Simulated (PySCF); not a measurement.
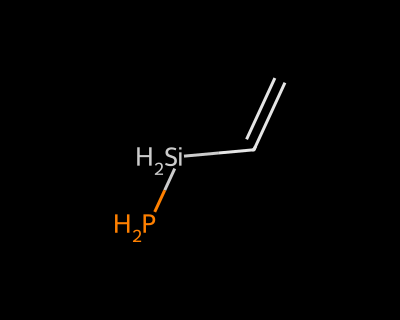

Structural formula above. The geometry was computed by an optimisation with PBE0-D3(BJ)/def2-SVP. No frequency run is at hand to confirm it as a minimum.

What does the molecule look like in three dimensions?

The molecule is C2H7PSi. As SMILES it reads `C=C[SiH2]P`. It has no ring. Among its groups: alkene, Si–H bond. This geometry has C1 symmetry. Coordination: 2 C trigonal planar; 1 Si tetrahedral; 1 P trigonal pyramidal.

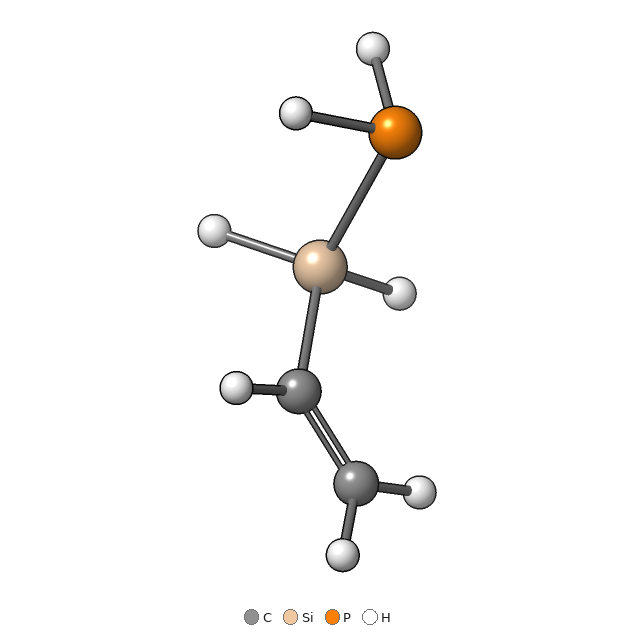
